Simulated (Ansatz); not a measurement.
# C2H3BFN (SMILES FB1C=NC1) at r2SCAN0/def2-SVP

What is the vertical singlet–triplet gap of C2H3BFN at r2SCAN0/def2-SVP? 

Program for the calculation: Ansatz 0.2.0.

122 further runs of the same task are left out: 122 set aside as unsound or not needed.

## Step 1: Starting point

C2H3BFN: 8 atoms, total charge 0, spin state singlet. SMILES: `FB1C=NC1`. The shape is that of a PBE0-D4/def2-TZVP optimisation.

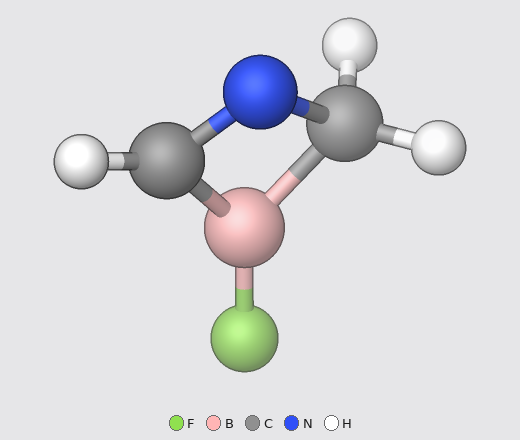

Viewed from a chosen angle; fluorine green, boron pink, carbon grey, nitrogen blue, hydrogen white.

## Step 2: The energy at r2SCAN0/def2-SVP

job.yaml

```yaml
basis:
  gaussian: {orbitals: def2-SVP}
crystal:
  periodic: [false, false, false]
  atoms:
    - symbol: F
      position_ang: [0.213200, -1.007300, 1.918400]
    - symbol: B
      position_ang: [-0.024100, -0.304800, 0.836200]
    - symbol: C
      position_ang: [0.319000, 1.128500, 0.345800]
    - symbol: "N"
      position_ang: [0.303900, 0.728600, -0.881200]
    - symbol: C
      position_ang: [-0.301700, -0.640600, -0.682300]
    - symbol: H
      position_ang: [0.656500, 2.120900, 0.633900]
    - symbol: H
      position_ang: [0.257100, -1.432700, -1.186200]
    - symbol: H
      position_ang: [-1.331600, -0.649700, -1.040300]
hamiltonian: {xc: {name: r2SCAN0}}
accuracy: high
output: {orbitals: {seedname: orbitals}}
```

Launch:

```sh
$ ansatz run job.yaml --threads 1 --pin off --max-ram 3480MiB --events-out events.jsonl --progress --plain --runs-dir runs
```

The program printed:

```text
Warning: RAYON_NUM_THREADS=1 ignored (pool sized by the plan → 1); use --threads N
Functional definition: r2SCAN0
  name "r2SCAN0"
  parameter a = 0.25
  parameter k0 = 0.174
  parameter k1 = 0.065
  parameter a1 = 4.9479
  exchange = (1 - a)*r2scan_x(k0 = k0, k1 = k1, a1 = a1) + a*exact_x
  correlation = r2scan_c
2019 factors; integrals over basis functions are off by at most 3.4e-9 eV
mean field evaluation 1: about -6992.0519 eV, gradient 3.9e1 eV
mean field evaluation 2: about -6991.7642 eV, gradient 4.1e1 eV
mean field evaluation 4: about -6995.5194 eV, gradient 1.8e0 eV
mean field evaluation 8: about -6995.7553 eV, gradient 1.9e-1 eV
mean field evaluation 16: about -6995.7554 eV, gradient 6.6e-5 eV
mean field -6995.75541452 eV, -257.0892695904 hartree, gradient 6.3e-8 eV, S^2 0.000000; 0 other end points of the search recorded, 0 dependent functions left out
reference -6995.75541506 eV, -257.0892696101 hartree; 18, 18 occupied and 67, 67 virtual orbitals, 2019 factors
Total energy: -6995.75541506 eV, -257.0892696101 hartree
```

It took 11 s on 1 thread of Arm Neoverse V2, shared host; peak memory 0.32 GiB.

## Step 3: The triplet

run.yaml

```yaml
crystal:
  periodic: [false, false, false]
  atoms:
    - {symbol: F, position_ang: [0.213200, -1.007300, 1.918400]}
    - {symbol: B, position_ang: [-0.024100, -0.304800, 0.836200]}
    - {symbol: C, position_ang: [0.319000, 1.128500, 0.345800]}
    - {symbol: "N", position_ang: [0.303900, 0.728600, -0.881200]}
    - {symbol: C, position_ang: [-0.301700, -0.640600, -0.682300]}
    - {symbol: H, position_ang: [0.656500, 2.120900, 0.633900]}
    - {symbol: H, position_ang: [0.257100, -1.432700, -1.186200]}
    - {symbol: H, position_ang: [-1.331600, -0.649700, -1.040300]}
basis:
  gaussian: {orbitals: def2-SVP}
magnetization: {spin_polarized: true, initial_magnetization: 2}
hamiltonian: {xc: {name: r2SCAN0}}
accuracy: high
output: {orbitals: {seedname: orbitals}}
```

Launch:

```sh
$ ansatz run run.yaml --threads 1 --pin off --max-ram 3480MiB --events-out events.jsonl --progress --plain --runs-dir runs
```

The program printed, shortened:

```text
Warning: RAYON_NUM_THREADS=1 ignored (pool sized by the plan → 1); use --threads N
[... 8 set-up lines as earlier in the session ...]
2019 factors; integrals over basis functions are off by at most 3.4e-9 eV
mean field evaluation 1: about -6989.3432 eV, gradient 2.7e1 eV
mean field evaluation 2: about -6989.9664 eV, gradient 2.5e1 eV
mean field evaluation 4: about -6992.7571 eV, gradient 1.6e0 eV
mean field evaluation 8: about -6993.0073 eV, gradient 2.8e-1 eV
mean field evaluation 16: about -6993.0079 eV, gradient 1.4e-3 eV
mean field evaluation 32: about -6993.0079 eV, gradient 1.4e-6 eV
mean field -6993.00785514 eV, -256.9882986454 hartree, gradient 8.9e-8 eV, S^2 2.010545; 2 other end points of the search recorded, 0 dependent functions left out
reference -6993.00785650 eV, -256.9882986952 hartree; 19, 17 occupied and 66, 68 virtual orbitals, 2019 factors
Total energy: -6993.00785650 eV, -256.9882986952 hartree
```

It took 28 s on 1 thread of Arm Neoverse V2, shared host; peak memory 0.5 GiB.

## Step 4: Results

Level: r2SCAN0/def2-SVP.

| quantity | value |
| --- | --- |
| singlet: total energy | -257.08927 Eh |
| singlet: HOMO energy | -7.70 eV |
| singlet: LUMO energy | -1.57 eV |
| singlet: HOMO–LUMO gap | 6.13 eV |
| triplet: total energy | -256.98830 Eh |
| triplet: HOMO energy (highest over α and β) | -4.79 eV |
| triplet: LUMO energy (lowest over α and β) | -4.12 eV |
| triplet: ⟨S²⟩ | 2.011 |
| vertical energy of the triplet above the singlet | 2.748 eV |

In words: At this shape the triplet lies 2.75 eV (63 kcal/mol) above the singlet.
